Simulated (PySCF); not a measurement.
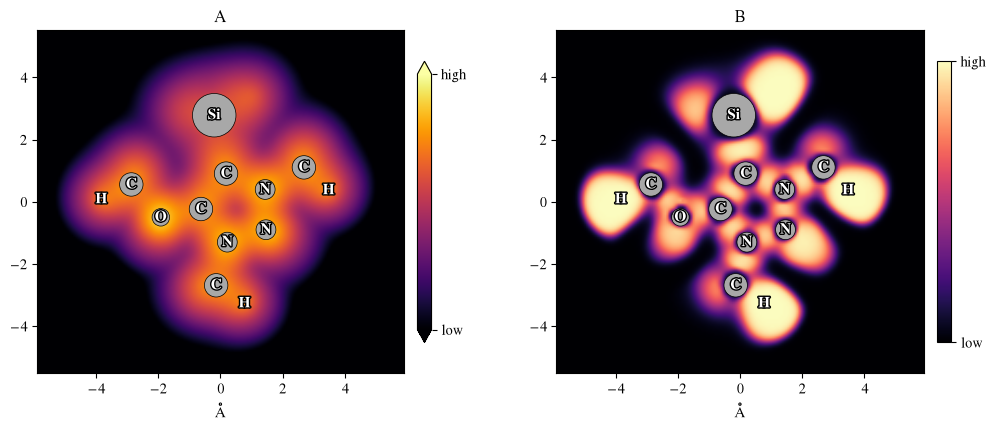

C₅H₁₂N₃OSi (charge +1): 2 fields on the plane of atoms C4, N6 and N8, with unlabelled colour scales. Grey discs cover the atomic cores.

Geometry: GFN2-xTB.

Level of theory: PBE0/pcSseg-1, SCF density, gas phase, non-relativistic in PySCF.

The panels show electron density and electron localisation function in some order. Assign them.

Panel A: electron density. Panel B: electron localisation function. From the grid: N–N (1.29 Å): ρ at the midpoint is about 2.8 e/Å³; the ELF peaks at about 0.90 between the atoms, as expected for a covalent bond. C–O (1.32 Å): ρ at the midpoint is about 2.5 e/Å³; the ELF peaks at about 0.90 between the atoms; a shared but strongly polarised pair.
